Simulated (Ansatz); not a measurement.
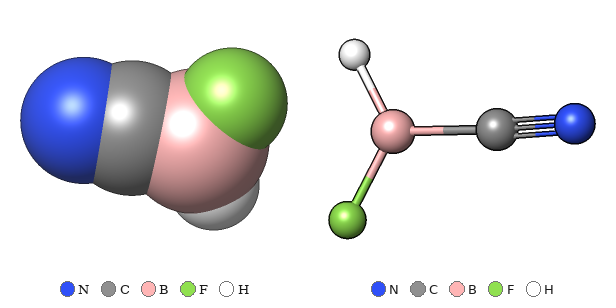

Both panels show the same species.

Question: Count the atoms of each element.

Answer: CHBFN, 5 atoms: 1 carbon, 1 hydrogen, 1 boron, 1 fluorine and 1 nitrogen.

Question: Name some functional groups or characteristic bonds that it holds.

Answer: Among them: nitrile, B–H bond.

Question: What is the point group of this geometry?

Answer: Cs.

The parts below concern this one geometry. Atoms keep their numbers from picture to picture. Computed geometry: PBE0-D4/def2-TZVP optimisation.

## Charges

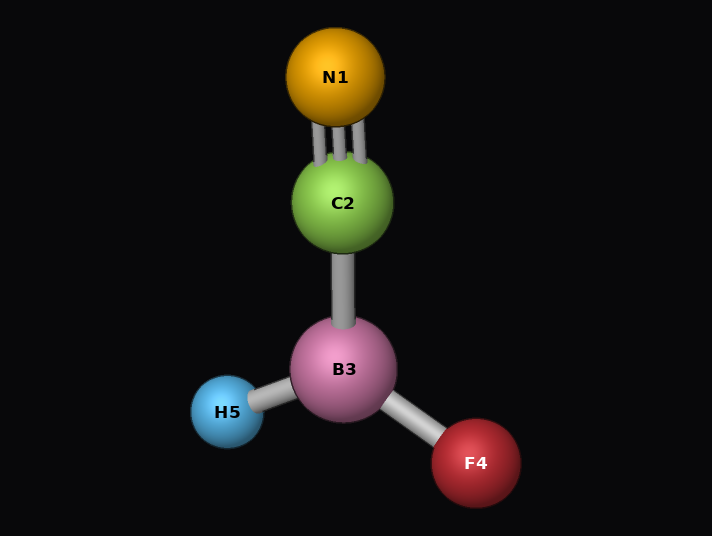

The questions are on Mulliken charges. Level of theory: RKS ωB97M-V/def2-TZVPP (Ansatz 0.2.0).

Give the Mulliken charges atom by atom.

```json
{"atom": "N1", "value (e)": "0.00"}
{"atom": "C2", "value (e)": "−0.14"}
{"atom": "B3", "value (e)": "0.26"}
{"atom": "F4", "value (e)": "−0.19"}
{"atom": "H5", "value (e)": "0.07"}
```

## Dipole moment

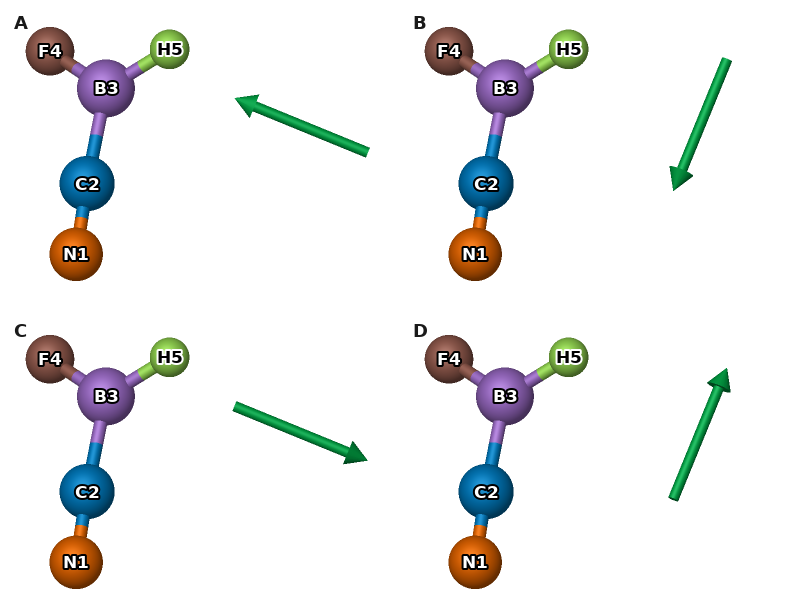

The same molecule four times, each with an arrow. Method: RKS PBE0-D4/def2-TZVP (Ansatz 0.2.0).

Question: Which arrow points along the dipole moment, from the negative to the positive end?

Answer: D. The dipole moment is 2.40 D; it points from the side of N1 to the side of H5 (the outermost atoms at the two ends).

## Thermal motion

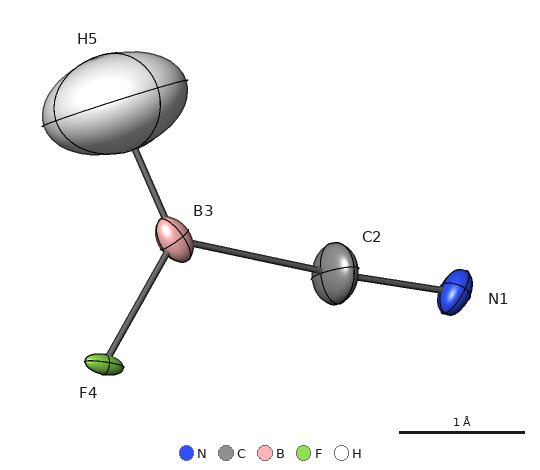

Displacement ellipsoids at the 50 % level, enlarged 3 times, from the internal vibrations of the free molecule (harmonic, no overall translation or rotation; no half-axis is drawn under 0.075 Å). Vibrations computed with RKS PBE0-D4/def2-TZVP (Ansatz 0.2.0). Temperature: 0 K (zero-point motion alone).

Give the displacement parameters, one line for each set of equivalent atoms.

```json
{"atom": "N1", "U_eq (Å²)": "0.0012", "rms amplitudes (Å)": "0.026, 0.031, 0.045"}
{"atom": "C2", "U_eq (Å²)": "0.0024", "rms amplitudes (Å)": "0.030, 0.053, 0.059"}
{"atom": "B3", "U_eq (Å²)": "0.0012", "rms amplitudes (Å)": "0.027, 0.031, 0.043"}
{"atom": "F4", "U_eq (Å²)": "0.00064", "rms amplitudes (Å)": "0.007, 0.018, 0.039"}
{"atom": "H5", "U_eq (Å²)": "0.0139", "rms amplitudes (Å)": "0.086, 0.130, 0.132"}
```

Mulliken values depend strongly on the basis set and can even reverse the polarity of a bond.
